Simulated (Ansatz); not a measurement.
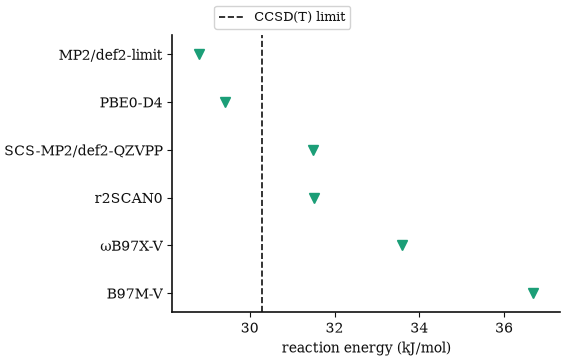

Electronic reaction energy of SiHOCl (O[Si]Cl) [singlet] + NH₃ (N) → SiNH₂Cl (N[Si]Cl) [singlet] + H₂O (O) (SMILES in brackets) at several levels (functionals in def2-TZVPP unless a basis is named), isolated molecules at PBE0-D4 triple-zeta geometries, minima by their frequencies, no zero-point or thermal terms, the Ansatz code. The line is frozen-core CCSD(T) at the basis limit (scheme: direct). No dispersion term is added to r2SCAN0. The distance of SCS-MP2/def2-QZVPP to the limit includes basis error.

**What range do the values span, the line included?**

From 28.8 kJ/mol (MP2/def2-limit) to 36.7 kJ/mol (B97M-V).

**Give the values.**

| level | kJ/mol | less CCSD(T) limit |
| --- | --- | --- |
| MP2/def2-limit | 28.8 | −1.5 |
| PBE0-D4 | 29.4 | −0.9 |
| SCS-MP2/def2-QZVPP | 31.5 | 1.2 |
| r2SCAN0 | 31.5 | 1.2 |
| ωB97X-V | 33.6 | 3.3 |
| B97M-V | 36.7 | 6.4 |
| CCSD(T) limit | 30.3 | 0.0 |
